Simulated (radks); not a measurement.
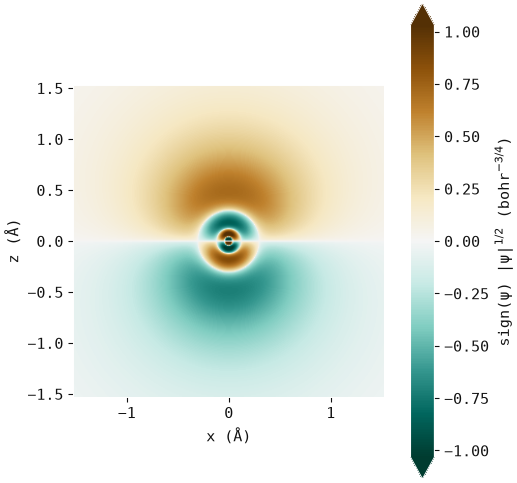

Fig. 1: The 5p(z) orbital of down spin. The radial function comes from the spherical calculation and is multiplied by a real spherical harmonic; the overall sign is chosen so that the largest lobe of P(r) is positive; at the scalar-relativistic level it is the large component. In the xz plane through the nucleus, the colour gives the signed square root of ψ. (1 bohr = 0.529 Å.) It has the nodal plane xy and 3 radial nodes, at r = 0.0790, 0.230 and 0.571 bohr. The outermost maximum of P² lies at 1.08 bohr, ⟨r⟩ = 1.24 bohr, 90 % of the charge lies within 1.80 bohr, and the eigenvalue is −49.9 eV, with 3 electrons in the shell for this spin.

## Atomic calculation, with input and output: W (charge +0.7)

- system: W with charge +0.7 in the configuration [Xe] 4f14 5d3.3 6s2 (5d: 3.3 up, 0 down).
- method: scalar-relativistic Kohn-Sham, r2SCAN, spin-polarised, spherical densities, finite nucleus (the in-house radial solver radks)

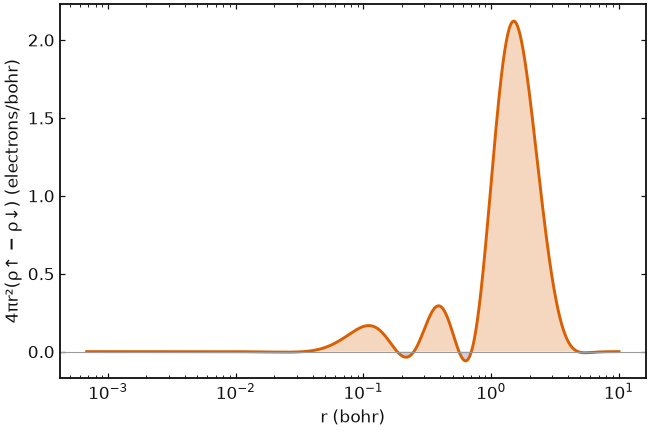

Fig. 2: The radial spin density. The curve integrates to 3.3 unpaired electrons, held by 5d (+3.3). Its largest value, 2.12 electrons/bohr, lies near r = 1.5 bohr. Regions of the opposite sign hold 0.020 electrons in all, from the polarisation of filled shells.

These pictures come from the run below.

The input:
```
Z 74
configuration [Xe] 4f14 5d3.3 5d0 6s2
relativity scalar-relativistic
functional r2scan,r2scan
spin polarised
nucleus finite rms 5.3658 fm
c 137.035999084
```

Energies in input and log are in hartree, lengths in bohr (the nuclear radius in fm).

The program's output:
```
1s      1   1.0000       -2556.63343412
2s      1   1.0000        -442.44178902
2p      1   3.0000        -386.89822881
3s      1   1.0000        -102.45515628
3p      1   3.0000         -85.92854831
3d      1   5.0000         -66.88146528
4s      1   1.0000         -21.54801090
4p      1   3.0000         -16.10281505
4d      1   5.0000          -9.16462742
4f      1   7.0000          -1.49381547
5s      1   1.0000          -3.25287160
5p      1   3.0000          -1.91991937
5d      1   3.3000          -0.43348690
6s      1   1.0000          -0.42437201
1s      2   1.0000       -2556.63400459
2s      2   1.0000        -442.43334394
2p      2   3.0000        -386.89187186
3s      2   1.0000        -102.45503336
3p      2   3.0000         -85.92777171
3d      2   5.0000         -66.87718066
4s      2   1.0000         -21.54223181
4p      2   3.0000         -16.09792743
4d      2   5.0000          -9.15862542
4f      2   7.0000          -1.48013766
5s      2   1.0000          -3.19289671
5p      2   3.0000          -1.83386700
5d      2   0.0000          -0.32553611
6s      2   1.0000          -0.36909383
Etot -16141.61202548687
Ekin 17780.6841563743
Encl -39888.49633453331
Eh 6289.278179437857
Exc -323.0780267657183
err 2.9597168988224083e-06
it 12
```

Orbitals:

| orbital | occupation | energy (eV) | ⟨r⟩ (bohr) | outer maximum (bohr) |
| --- | --- | --- | --- | --- |
| 1s down | 1 | −69569.6 | 0.01835 | 0.0115 |
| 1s up | 1 | −69569.5 | 0.01835 | 0.0115 |
| 2s up | 1 | −12039.5 | 0.07756 | 0.0657 |
| 2s down | 1 | −12039.2 | 0.07756 | 0.0657 |
| 2p up | 3 | −10528.0 | 0.06944 | 0.0539 |
| 2p down | 3 | −10527.9 | 0.06944 | 0.0539 |
| 3s up | 1 | −2787.9 | 0.2008 | 0.185 |
| 3s down | 1 | −2787.9 | 0.2008 | 0.185 |
| 3p up | 3 | −2338.2 | 0.2012 | 0.183 |
| 3p down | 3 | −2338.2 | 0.2012 | 0.183 |
| 3d up | 5 | −1819.9 | 0.1824 | 0.150 |
| 3d down | 5 | −1819.8 | 0.1824 | 0.150 |
| 4s up | 1 | −586.351 | 0.4496 | 0.421 |
| 4s down | 1 | −586.194 | 0.4497 | 0.421 |
| 4p up | 3 | −438.180 | 0.4778 | 0.441 |
| 4p down | 3 | −438.047 | 0.4778 | 0.441 |
| 4d up | 5 | −249.382 | 0.5114 | 0.452 |
| 4d down | 5 | −249.219 | 0.5113 | 0.452 |
| 5s up | 1 | −88.515 | 1.073 | 0.965 |
| 5s down | 1 | −86.883 | 1.063 | 0.961 |
| 5p up | 3 | −52.244 | 1.252 | 1.09 |
| 5p down | 3 | −49.902 | 1.236 | 1.08 |
| 4f up | 7 | −40.649 | 0.6091 | 0.430 |
| 4f down | 7 | −40.277 | 0.6044 | 0.430 |
| 5d up | 3.3 | −11.796 | 1.902 | 1.47 |
| 6s up | 1 | −11.548 | 2.879 | 2.52 |
| 6s down | 1 | −10.044 | 3.112 | 2.67 |
| 5d down | 0 | −8.858 | 1.998 | 1.44 |

Key numbers:

- outcome: converged
- total energy: −16141.6120 hartree
- kinetic energy: 17780.6842 hartree
- electron–nucleus energy: −39888.4963 hartree
- Hartree energy: 6289.2782 hartree
- exchange–correlation energy: −323.078027 hartree
- radius at density 0.001 e/bohr³: 4.53 bohr
- SCF iterations: 12
- hardware: 1 CPU thread, shared host
